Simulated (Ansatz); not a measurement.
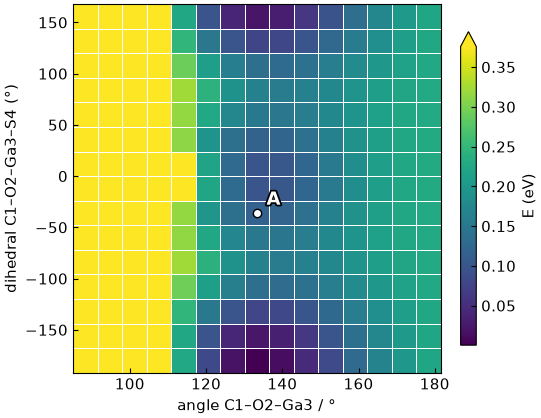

CH₄BrGaOS, SMILES C[O][Ga]([SH])[Br]. The first coordinate is: angle C1–O2–Ga3; the second: dihedral C1–O2–Ga3–S4. Nothing is relaxed (all other coordinates rigid). The scan uses a 15 × 15 grid. Energies: eV, counted from the relaxed molecule at the same level. Energies and slopes of some neighbouring points disagree (a jump in structure or state, or too coarse a mesh). These are results of RHF/def2-SVP (Ansatz), not measurements.

In the figure: one coloured cell a grid point, one colour for all values above the top of the scale, the point A.

**Is A at rest? If not, where is it pushed?**

A, at angle C1–O2–Ga3 = 133.3°, dihedral C1–O2–Ga3–S4 = −36°, is not a stationary point. The computed force is 0.001 eV for each degree towards larger values of angle C1–O2–Ga3 and 0.0013 eV for each degree towards larger values of dihedral C1–O2–Ga3–S4.
